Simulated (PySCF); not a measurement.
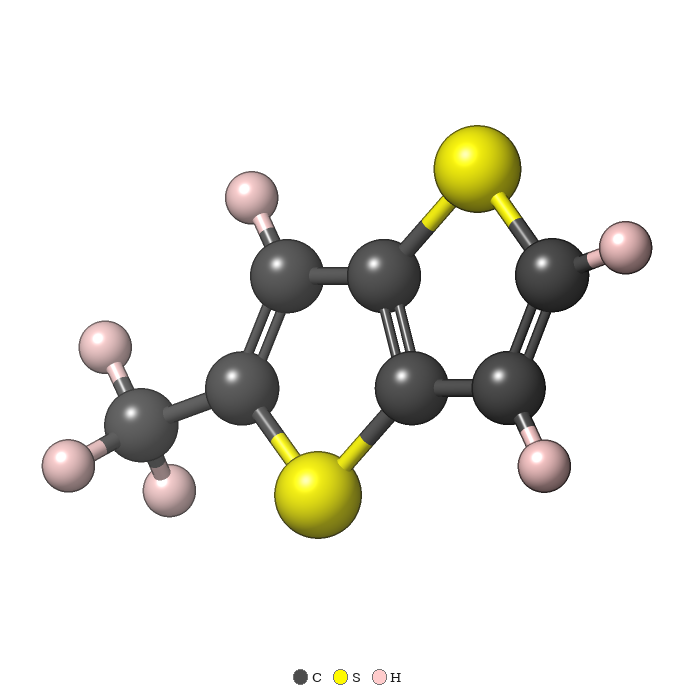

The computed structure is the end point of a PBE0-D3(BJ)/def2-SVP optimisation. No frequency run is at hand to confirm it as a minimum.

Draw it as a skeletal formula.

SMILES: Cc1cc2sccc2s1

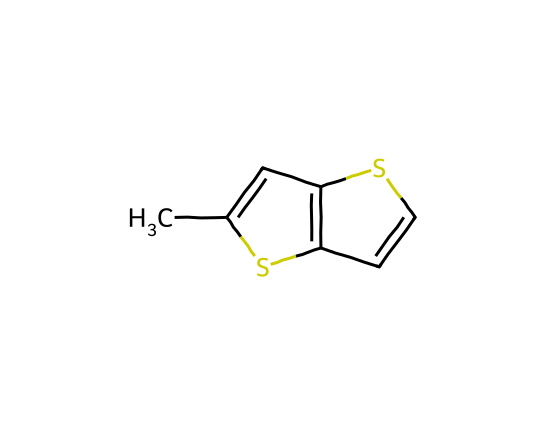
